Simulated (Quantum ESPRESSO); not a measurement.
Band structure of BaPb3 (Pm-3m, 4 atoms in the cell).

```yaml
crystal:
  lattice:
    - [5.12378, 0.00000, 0.00000]
    - [0.00000, 5.12378, 0.00000]
    - [0.00000, 0.00000, 5.12378]
  atoms:
    - { symbol: Ba, position: [0.00000, 0.00000, 0.00000] }
    - { symbol: Pb, position: [0.00000, 0.50000, 0.50000] }
    - { symbol: Pb, position: [0.50000, 0.00000, 0.50000] }
    - { symbol: Pb, position: [0.50000, 0.50000, 0.00000] }
```

Method of the run: PBEsol, PseudoDojo standard norm-conserving (PBESOL) pseudopotentials (plane waves; Quantum ESPRESSO).

Settings: ecutwfc = 65 Ry; occupations = smearing; smearing = marzari-vanderbilt; degauss = 0.019992 Ry; potentials = {Ba: Ba.upf, Pb: Pb.upf}; K_POINTS = automatic 7 7 7 0 0 0; nbnd = 32; conv_thr = 1e-10 Ry; mixing_beta = 0.3.

The starting cell comes from a database of computed structures (which also holds hypothetical and non-ambient phases and stackings), without a prior relaxation at this level. Spin-orbit coupling is off.

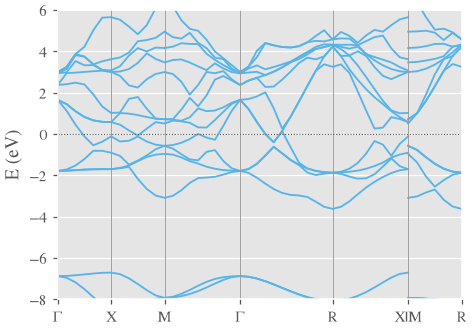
Bands along the path, energies from the Fermi level.

Levels in eV from the Fermi level, bands 23 to 30:
```
point     23     24     25     26    27    28    29    30
-----  -----  -----  -----  -----  ----  ----  ----  ----
Γ      -1.78  -1.78  -1.78   1.66  1.66  1.66  2.38  2.38
X      -1.70  -1.70  -0.90  -0.11  0.58  0.58  1.03  3.01
M      -3.08  -0.95  -0.57  -0.57  0.52  0.72  0.72  3.00
R      -3.62  -1.86  -1.86  -1.86  3.26  4.23  4.23  4.33
```

Bands cross the Fermi level along this path, so the cell is metallic at this level.
